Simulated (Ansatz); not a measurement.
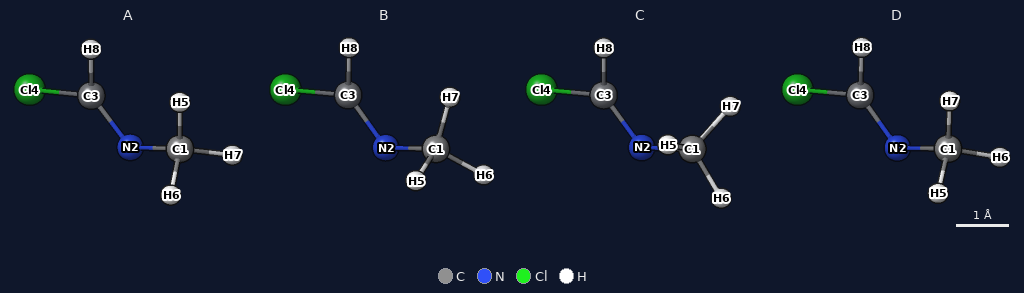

4 geometries from a converged minimum-energy path of C$_{2}$H$_{4}$ClN, shuffled. Style: ball-and-stick. Shown from a free direction.

Computed with RKS PBE-D4/def2-SVP in Ansatz 0.2.0. Run with 5 movable images; climbing image; force threshold 0.03 eV/Å; iteration limit 60; starting path through a guess of the saddle point.

Q: Which frame is the top of the path?

A: C. In order along the path, whose images run from 0 to 6: A (image 0, 0.00 kcal/mol), C (image 3, +2.18 kcal/mol), B (image 5, +0.53 kcal/mol), D (image 6, 0.00 kcal/mol). The motion is a rotation about the C1–N2 bond by about 120°. No bond forms or breaks between the ends. Bond angles that change up to the highest image, for instance: N2–C1–H5 114.8° → 111.9°, N2–C1–H7 109.2° → 111.9°.

Cost: 2.3 min on 1 thread of Intel(R) Xeon(R) Processor @ 2.50GHz (Skylake/Cascade Lake), with other jobs on the host, peak memory 0.25 GiB.
